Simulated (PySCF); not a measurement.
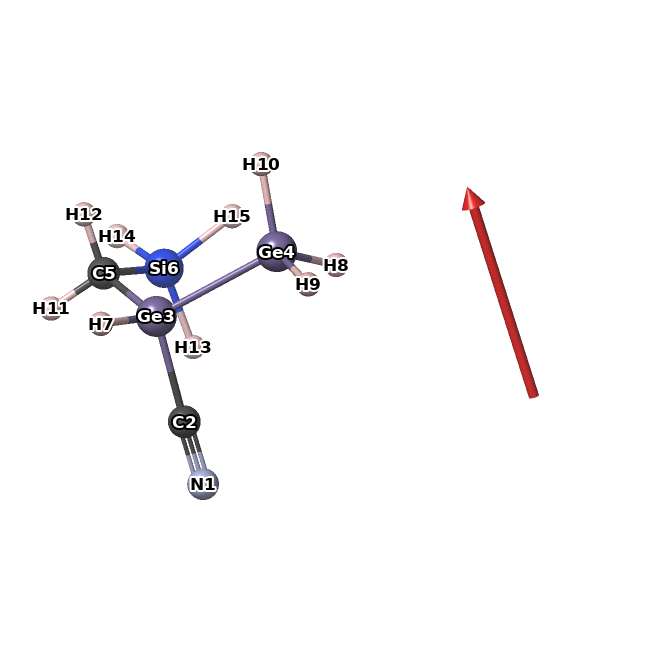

The arrow beside the molecule shows the direction of the dipole moment, from the negative to the positive end (its length means nothing). The geometry was computed by an optimisation with PBE0-D3(BJ)/def2-SVP. No frequency run is at hand to confirm it as a minimum. Properties computed with mPW1PW91/pcSseg-1, gas phase (PySCF 2.14.0).

### Estimate the dipole moment.

4.29 D; it points from the side of N1 to the side of H10 (the outermost atoms at the two ends).
